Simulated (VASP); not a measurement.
Band structure of Cd$_{2}$MgP$_{2}$ (space group P-3m1). Calculation: PBE GGA, VASP's PBE PAW potentials (set 64) (plane waves; VASP).

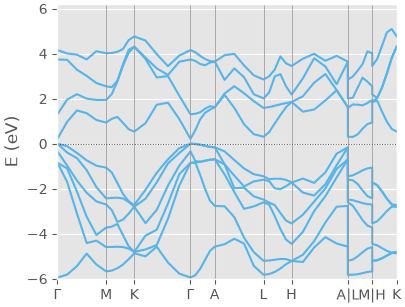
Bands along high-symmetry lines, zero at the valence-band maximum or, without a gap, the Fermi level

Task: Read the plot: is there a gap, and where are the band edges?

Result: The gap is direct, 0.22 eV, from the valence maximum at Γ to the conduction minimum at Γ.

The structure was generated: Cd2MgP2 was put into an ordered model structure, which need not be its known phase. The cell was not relaxed at this level.
